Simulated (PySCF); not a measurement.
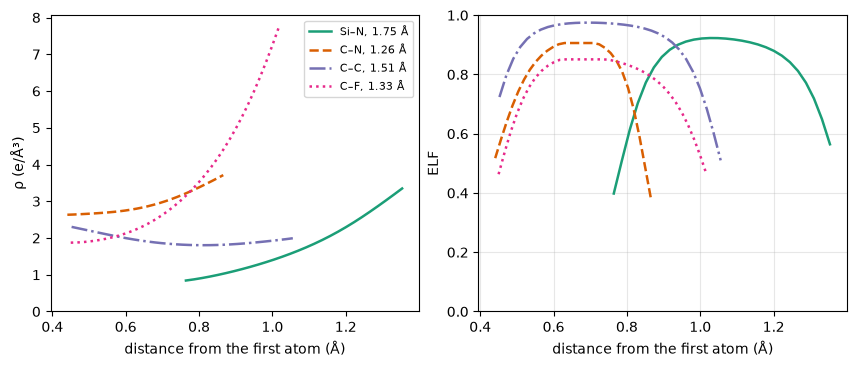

C3H6F3NSi. Total electron density and electron localisation function along straight lines between neighbouring atoms. The curves leave out the atomic cores.

Geometry: PBE0-D3(BJ)/def2-SVP.

Level of theory: wB97X-D/def2-SVPD, SCF density, gas phase in PySCF 2.14.0.

```yaml
atoms:
  - { symbol: F, position_ang: [-1.7906, 1.4792, -0.5683] }
  - { symbol: C, position_ang: [-2.0578, 0.5936, 0.3958] }
  - { symbol: F, position_ang: [-2.9416, -0.2806, -0.0980] }
  - { symbol: F, position_ang: [-2.6543, 1.2479, 1.3931] }
  - { symbol: C, position_ang: [-0.8031, -0.0956, 0.8698] }
  - { symbol: C, position_ang: [-0.1168, -0.8773, -0.2243] }
  - { symbol: N, position_ang: [1.1129, -0.8913, -0.4967] }
  - { symbol: Si, position_ang: [2.5003, -0.0538, 0.1546] }
  - { symbol: H, position_ang: [-1.1020, -0.7903, 1.6725] }
  - { symbol: H, position_ang: [-0.1369, 0.6613, 1.3066] }
  - { symbol: H, position_ang: [-0.8022, -1.5163, -0.8162] }
  - { symbol: H, position_ang: [3.4077, -1.0928, 0.7195] }
  - { symbol: H, position_ang: [2.2120, 0.9591, 1.2273] }
  - { symbol: H, position_ang: [3.1654, 0.6386, -0.9840] }
```

What can be read from the curves?

Si–N (1.75 Å): ρ is about 1 e/Å³ halfway; the ELF peaks at about 0.90 between the atoms, as expected for a shared but strongly polarised pair.
C–N (1.26 Å): ρ at the midpoint is about 2.8 e/Å³; the ELF peaks at about 0.90 between the atoms (a multiple bond).
C–C (1.51 Å): ρ at the midpoint is about 1.8 e/Å³; the ELF peaks at about 1 between the atoms (localised, covalent bonding).
C–F (1.33 Å): ρ is about 2.4 e/Å³ halfway; the ELF peaks at about 0.85 between the atoms; a shared but strongly polarised pair.
